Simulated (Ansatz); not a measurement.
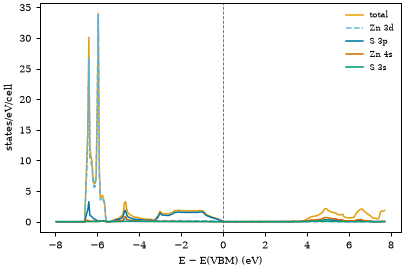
Figure. Total and projected density of states of ZnS (zinc blende, F-43m), r²SCAN (plane waves, PAW; program Ansatz)

**Question.** Which orbitals carry the states next to the gap?

**Answer.** Top 1 eV of the valence band: S 3p 87 %, Zn 3d 9 %. Bottom 1 eV of the conduction band: Zn 4s 58 %, S 3s 27 %, S 3p 12 %. Projections are on Löwdin-orthogonalised atomic valence shells; empty p or d shells of many metals are not among them.

**Question.** Where is the tallest occupied peak in this window, and what makes it?

**Answer.** Near -5.9 eV, about 34 states/eV per cell; the largest projected share is Zn 3d.

The r²SCAN relaxation kept the symmetry of its start; phonons on a q-mesh show no instability.

Potentials: the later of the program's two PAW sets.
